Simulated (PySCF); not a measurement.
Molecule: Ta(F)5, F₅Ta, SMILES [F][Ta]([F])([F])([F])[F]. Atoms near the plane z = 0.0 Å, at the PBE0/def2-SVP optimised geometry (x, y, z in Å): Ta1 (-0.5, 0.0, 0.0), F4 (-1.4, 1.6, 0.0), F5 (1.4, 0.0, 0.0), F6 (-1.4, -1.6, 0.0).

Calculation: PBE0/def2-TZVP, def2 effective core potentials past Kr (PySCF 2.14.0). The core electrons that the potentials of Ta replace are not part of the density. Cells within 0.4 Å of a nucleus heavier than hydrogen are left out (blank, or x). The values are rescaled to run from 0 to 1.

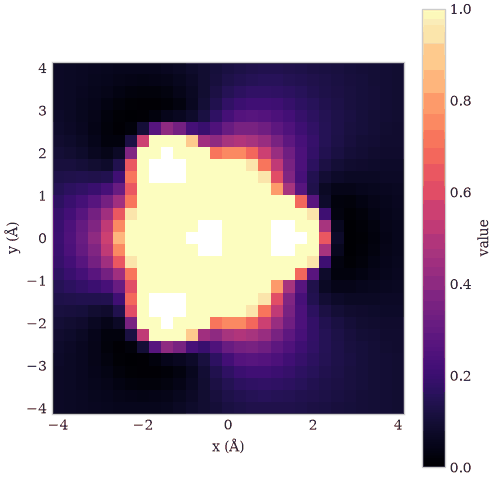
a field on the plane z = 0.0 Å.

Problem. Which quantity is mapped?
(A) electron localisation function
(B) log10 of the electron density
(C) an orbital amplitude
(D) electrostatic potential

Solution. D, electrostatic potential. In full: electrostatic potential (hartree/e), clipped to [-0.08, 0.12].
